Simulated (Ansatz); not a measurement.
# CH5FOSi (charge +1, doublet): what the fields show

Input

```
crystal:
  periodic: [false, false, false]
  atoms:
    - {symbol: C, position_ang: [0.185651, 0.952090, 0.469737]}
    - {symbol: F, position_ang: [-2.562011, 1.914162, 0.582466]}
    - {symbol: O, position_ang: [-2.347833, -0.612889, 0.511204]}
    - {symbol: Si, position_ang: [-1.497799, 0.918605, 1.263691]}
    - {symbol: H, position_ang: [0.786818, 0.081624, 0.774331]}
    - {symbol: H, position_ang: [0.046601, 0.967395, -0.624985]}
    - {symbol: H, position_ang: [0.704469, 1.870060, 0.791342]}
    - {symbol: H, position_ang: [-3.220223, -0.506667, 0.078743]}
    - {symbol: H, position_ang: [-2.212468, -1.541767, 0.780701]}
basis:
  gaussian:
    orbitals: def2-TZVPD
total_charge: 1
magnetization:
  spin_polarized: true
  initial_magnetization: 1
hamiltonian:
  xc: pbe0
output:
  forces: true
  orbitals: {seedname: orbitals}
```

Run with:

```sh
ansatz run input.yaml --threads 2 --pin off --max-ram 4350MiB --events-out events.jsonl --progress --plain --runs-dir runs
```

Geometry: B3LYP-D3(BJ)/def2-SVP.

Computed with Ansatz, isolated molecule in a Gaussian basis; Kohn-Sham density functional theory, functional PBE0.

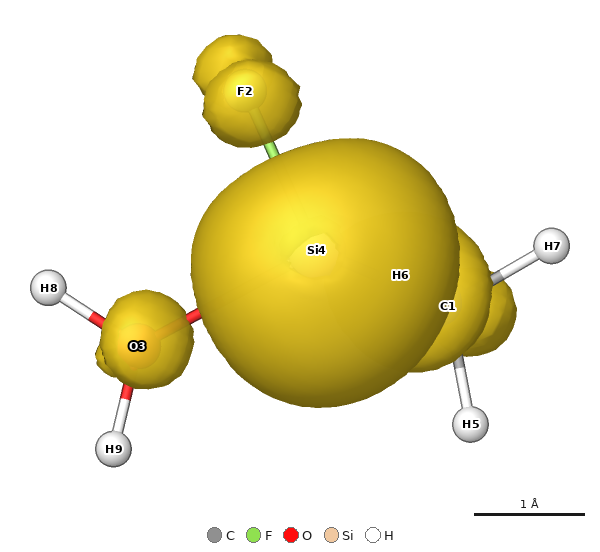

Figure 1. Isosurface of the spin density (α minus β) at +0.03 e/Å³ (yellow), seen at an oblique angle.

Which atoms carry the spin?

The unpaired spin (1 electron) lies mostly on Si4 (about 0.7) and C1 (about 0.1), in electrons by Hirshfeld's partition.

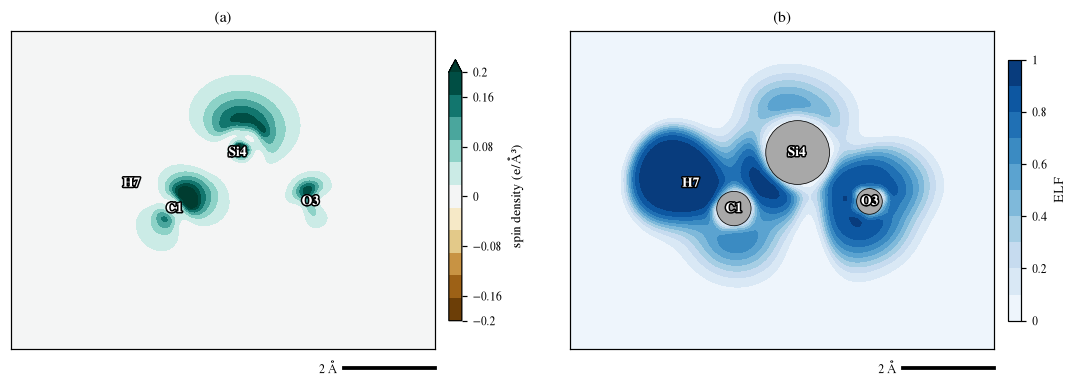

Figure 2. (a) spin density; (b) ELF on the plane of atoms C1, Si4 and O3. Grey discs cover the atomic cores in the ELF map.

What does the map show?

Atoms in the plane: C, O, Si and H.
C–Si (1.86 Å): the ELF peaks at about 0.95 between the atoms, as expected for a covalent bond.
Si–O (1.91 Å): the ELF peaks at about 0.90 between the atoms (a shared but strongly polarised pair).
C–H (1.10 Å): the ELF climbs to about 1 towards the hydrogen, as it does in any bond to H: a covalent bond by its length.
The ELF also peaks beside O3, away from the bonds: non-bonding electrons, paired or unpaired.

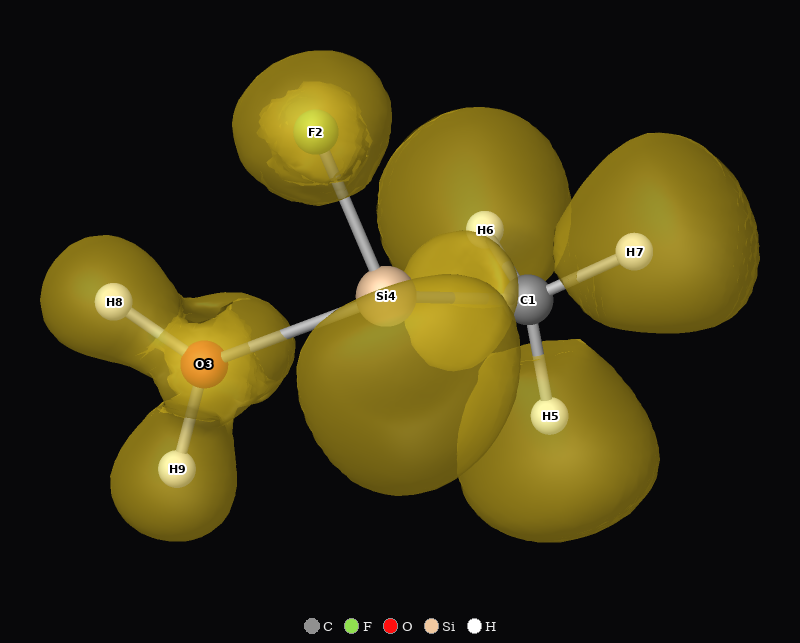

Figure 3. Isosurface of the ELF at 0.8 (yellow), seen at a tilt. Core shells and regions of very low density are left out.

What do the ELF domains correspond to?

At this value the surface marks out one region between bonded C–Si atoms (shared pairs), three regions around hydrogen nuclei, one lobe on Si, pointing away from the bonds (non-bonding electrons), one region wrapped around F (its lone pairs, merged into a ring or cap) and one joined region spread over several atoms (H, O), in which their bonds and any lone pairs are merged. Along the contacts the grid gives the following. Si–F (1.61 Å): the ELF peaks at about 0.80 in the valence shell of F, 0.5 Å from its nucleus, and is about 0.55 at the midpoint.

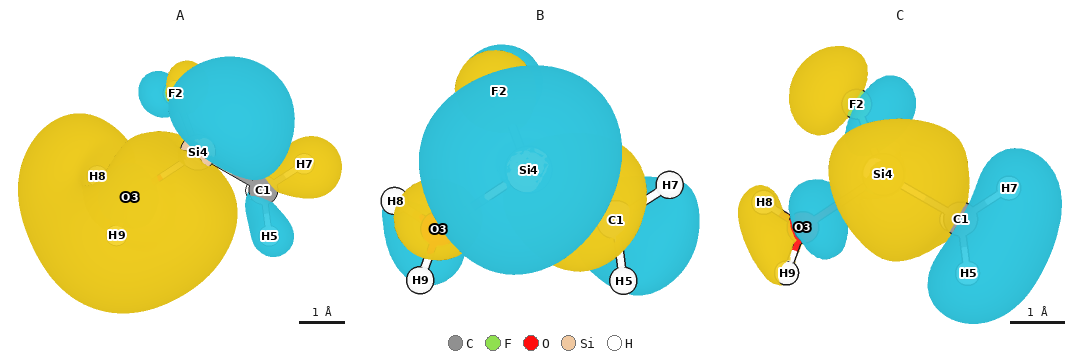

Figure 4. Three frontier orbitals at ±0.06 Å⁻³ᐟ² (yellow and cyan are the two phases), in no order.

Which picture is the HOMO−1, the HOMO and the LUMO? All are α orbitals.

C is the HOMO−1 (α) (−16.31 eV). By Hirshfeld shares it lies mainly on C1 (about 35 %), Si4 (about 25 %), F2 (about 15 %), H5 (about 10 %) and H7 (about 5 %). B is the HOMO (α) (−12.42 eV). By Hirshfeld shares it lies mainly on Si4 (about 65 %), C1 (about 15 %) and F2 (about 5 %). A is the LUMO (α) (−6.06 eV). It lies mainly on Si4 (about 45 %), H9 (about 15 %), O3 (about 15 %) and H8 (about 15 %).

What is the gap between the highest occupied and lowest empty α orbitals?

6.36 eV between the orbital energies.
